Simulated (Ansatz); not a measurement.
Input

```
crystal:
  periodic: [false, false, false]
  atoms:
    - { symbol: Al, position_ang: [-0.662397, -0.49737, -0.673135] }
    - { symbol: H, position_ang: [-1.074713, -0.066212, -2.093982] }
    - { symbol: "N", position_ang: [0.380756, 0.909474, -0.476734] }
    - { symbol: C, position_ang: [1.296178, 1.670497, 0.319942] }
    - { symbol: H, position_ang: [0.17294, 1.269885, -1.410938] }
    - { symbol: C, position_ang: [-1.120042, -2.00118, 0.483574] }
    - { symbol: H, position_ang: [0.965295, 2.715221, 0.474347] }
    - { symbol: H, position_ang: [1.39566, 1.217661, 1.319685] }
    - { symbol: H, position_ang: [2.313222, 1.714958, -0.11408] }
    - { symbol: H, position_ang: [-1.937454, -1.735524, 1.1754] }
    - { symbol: H, position_ang: [-0.266115, -2.328265, 1.100432] }
    - { symbol: H, position_ang: [-1.46333, -2.869245, -0.10461] }
basis:
  gaussian: { orbitals: def2-SVP }
hamiltonian:
  xc: pbe0
relax:
  f_tol: 0.03
  max_steps: 50
output:
  orbitals: {}
```

Launched as:

```sh
ansatz run input.yaml --threads 2 --pin off --max-ram 3072MiB --backend cpu --events-out ev --progress --plain --runs-dir out
```

The fields are those of the relaxed geometry.

The calculation used RKS PBE0/def2-SVP (Ansatz 0.2.0).

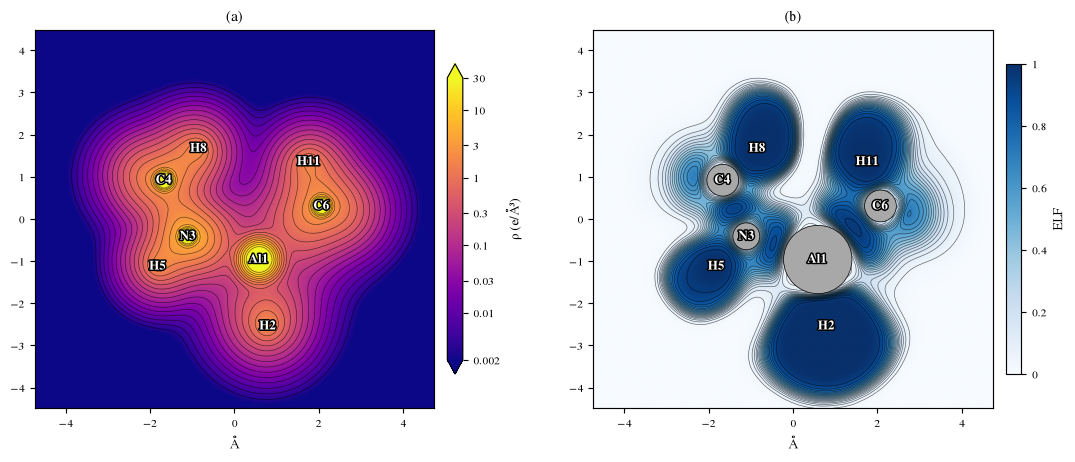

C2H8AlN. (a) electron density; (b) electron localisation function on the plane of atoms Al1, N3 and C4. Grey discs cover the atomic cores in the ELF map.

### Interpret the plot.

The section cuts through Al, H, N and C sites.
C–N (1.44 Å): ρ at the midpoint is about 1.9 e/Å³; the ELF peaks at about 0.95 between the atoms (a shared electron pair).
Al–N (1.78 Å): ρ at the midpoint is about 0.81 e/Å³; the ELF peaks at about 0.90 in the valence shell of N, 0.7 Å from its nucleus, and is about 0.55 at the midpoint.
C–Al (1.96 Å): the density is about 0.71 e/Å³ at the midpoint; the ELF peaks at about 0.95 between the atoms, as expected for a polar covalent bond.
N–H (1.02 Å): the density is about 2.7 e/Å³ at the midpoint; the ELF climbs to about 1 towards the hydrogen, as it does in any bond to H; an ordinary covalent bond to hydrogen.
C–H (1.10 Å): ρ is about 1.9 e/Å³ halfway; the ELF climbs to about 1 towards the hydrogen (an ordinary covalent bond to hydrogen).
